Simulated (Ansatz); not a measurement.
**AlH2F (SMILES [H][Al]([H])[F]) at 6 levels**

Aim: a comparison of 6 runs (B3LYP/STO-3G, BHLYP/STO-3G, UPBE0/STO-3G, r2SCAN/STO-3G, revPBE/STO-3G, CCSDT/STO-3G) of AlH2F. 

The results are computed with Ansatz 0.2.0.

52 further runs of the same task are left out: 52 set aside as unsound or not needed.

### 1 The molecule

AlH2F has 4 atoms, charge 0, and is taken as a singlet. SMILES: `[H][Al]([H])[F]`. The H2–Al1 distance was set to 3.056 Å, away from the relaxed value. At this shape a bond of the SMILES string is far longer than usual.

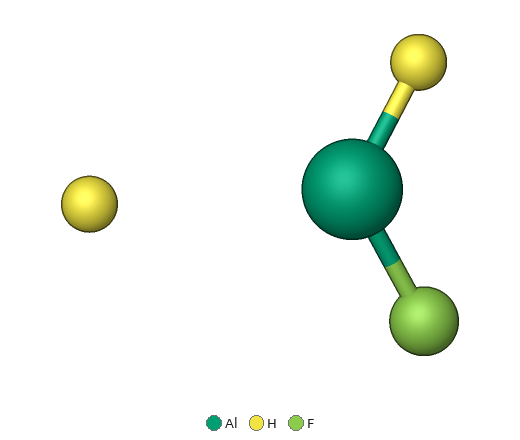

The structure, seen from a chosen angle (aluminium teal, hydrogen yellow, fluorine green).

### 2 The energy at B3LYP/STO-3G (run 1)

Input file job.yaml:

```yaml
crystal:
  periodic: [false, false, false]
  atoms:
    - {symbol: Al, position_ang: [-1.507704, 0.083230, -0.012200]}
    - {symbol: H, position_ang: [1.546910, -0.017870, 0.014080]}
    - {symbol: H, position_ang: [-2.266294, 1.409370, -0.032560]}
    - {symbol: F, position_ang: [-2.354824, -1.323080, -0.008740]}
basis:
  gaussian:
    orbitals: STO-3G
hamiltonian:
  xc: {name: B3LYP}
accuracy: high
```

On the command line:

```bash
$ ansatz run job.yaml --threads 1 --pin off --max-ram 2610MiB --events-out events.jsonl --progress --plain --runs-dir runs
```

What it wrote:

```text
Warning: RAYON_NUM_THREADS=1 ignored (pool sized by the plan → 1); use --threads N
Functional definition: B3LYP
  name "B3LYP"
  parameter a0 = 0.2
  parameter ax = 0.72
  parameter ac = 0.81
  exchange = (1 - a0 - ax)*slater_x + ax*b88_x + a0*exact_x
  correlation = (1 - ac)*vwn_rpa_c + ac*lyp_c
264 factors; integrals over basis functions are off by at most 3.7e-9 eV
mean field evaluation 1: about -9214.7455 eV, gradient 2.7e1 eV
mean field evaluation 2: about -9199.4547 eV, gradient 5.7e1 eV
mean field evaluation 4: about -9219.6666 eV, gradient 1.4e1 eV
mean field evaluation 8: about -9221.9359 eV, gradient 6.2e-1 eV
mean field evaluation 16: about -9221.9137 eV, gradient 1.9e-4 eV
mean field -9221.91369580 eV, -338.8990774830 hartree, gradient 7.2e-9 eV, S^2 0.000000; 0 other end points of the search recorded, 0 dependent functions left out
reference -9221.91372162 eV, -338.8990784318 hartree; 12, 12 occupied and 4, 4 virtual orbitals, 264 factors
Total energy: -9221.91372162 eV, -338.8990784318 hartree
```

Wall time 0.81 s (1 thread of Arm Neoverse V1, shared host).

### 3 A single-point energy at BHLYP/STO-3G (run 2)

Changes to job.yaml since step 2:

```diff
@@ -11,3 +11,3 @@
 hamiltonian:
-  xc: {name: B3LYP}
+  xc: {name: BHLYP}
 accuracy: high
```

On the command line:

```bash
$ ansatz run job.yaml --threads 1 --pin off --max-ram 2610MiB --events-out events.jsonl --progress --plain --runs-dir runs
```

What it wrote:

```text
Warning: RAYON_NUM_THREADS=1 ignored (pool sized by the plan → 1); use --threads N
Functional definition: BHLYP
  name "BHLYP"
  parameter a = 0.5
  exchange = (1 - a)*b88_x + a*exact_x
  correlation = lyp_c
264 factors; integrals over basis functions are off by at most 3.7e-9 eV
mean field evaluation 1: about -9214.1865 eV, gradient 2.5e1 eV
mean field evaluation 2: about -9205.9597 eV, gradient 3.3e1 eV
mean field evaluation 4: about -9220.3471 eV, gradient 2.0e0 eV
mean field evaluation 8: about -9220.3659 eV, gradient 3.3e-2 eV
mean field evaluation 16: about -9220.3660 eV, gradient 5.8e-7 eV
mean field -9220.36595421 eV, -338.8421990288 hartree, gradient 3.4e-8 eV, S^2 0.000000; 0 other end points of the search recorded, 0 dependent functions left out
reference -9220.36597197 eV, -338.8421996812 hartree; 12, 12 occupied and 4, 4 virtual orbitals, 264 factors
Total energy: -9220.36597197 eV, -338.8421996812 hartree
```

It took 0.77 s on 1 thread of Arm Neoverse V1, shared host.

Runs 3 to 5 aren't shown in full; the table further down has their settings and results.

### 4 The energy at CCSDT/STO-3G (run 6)

Input file input.yaml:

```yaml
crystal:
  periodic: [false, false, false]
  atoms:
    - {symbol: Al, position_ang: [-1.507704, 0.083230, -0.012200]}
    - {symbol: H, position_ang: [1.546910, -0.017870, 0.014080]}
    - {symbol: H, position_ang: [-2.266294, 1.409370, -0.032560]}
    - {symbol: F, position_ang: [-2.354824, -1.323080, -0.008740]}
basis:
  gaussian: {orbitals: STO-3G}
total_charge: 0
correlation: {method: ccsdt, frozen_orbitals: {Al: 5, F: 1, H: 0}}
accuracy: high
scf: {omitted_lower_state_checks: [cluster_reference, increment]}
```

On the command line:

```bash
$ ansatz run input.yaml --threads 1 --pin off --max-ram 2610MiB --events-out events.jsonl --progress --plain --runs-dir runs
```

What it wrote:

```text
Warning: RAYON_NUM_THREADS=1 ignored (pool sized by the plan → 1); use --threads N
[... 12 lines left out ...]
6 core orbitals not correlated: weight in the atoms' cores, before any rotation towards them, 1.000 or more for the frozen orbitals, at most 0.000 for the correlated occupied ones
[... 35 lines left out ...]
WARN: these amplitudes may be one of several solutions (largest doubles amplitude 0.69, level shift 7.40 eV)
Total energy: -9200.75537386 eV, -338.1215234935 hartree
Checks for a lower state left out: cluster_reference, increment
```

Run time: 0.2 s. Hardware: 1 thread of Arm Neoverse V1, shared host.

### 5 All runs side by side

| run | level | frozen core orbitals | energy (Eh) | wall time |
| --- | --- | --- | --- | --- |
| 1 | B3LYP/STO-3G | – | -338.899078 | 0.81 s |
| 2 | BHLYP/STO-3G | – | -338.842200 | 0.77 s |
| 3 | UPBE0/STO-3G | – | -338.722900 | 3 s |
| 4 | r2SCAN/STO-3G | – | -338.848532 | 1.9 s |
| 5 | revPBE/STO-3G | – | -338.833479 | 0.91 s |
| 6 | CCSDT/STO-3G | 6 | -338.121523 | 0.2 s |

### 6 Summary of results

| quantity | value |
| --- | --- |
| run 6: total energy | -338.12152 Eh |
| run 6: correlation energy (6 core orbitals frozen) | -177.5 mEh |
| run 6: T1 diagnostic | 0.063 |

What this shows: Totals of different functionals can't be ranked against each other. In run 6 the log says that unrestricted orbitals would lower the reference, so the values rest on an unstable closed-shell determinant (other closed-shell runs at this shape may share the fault). In runs 1, 2, 3, 4, 5, 6 the basis is minimal, so the values are rough. Spin contamination of the reference: run 3 ⟨S²⟩ = 0.83. Where it is this large, the reference is a mixture of spin states, and values that rest on it are in doubt. All runs together took 7.6 s, the longest 3 s.
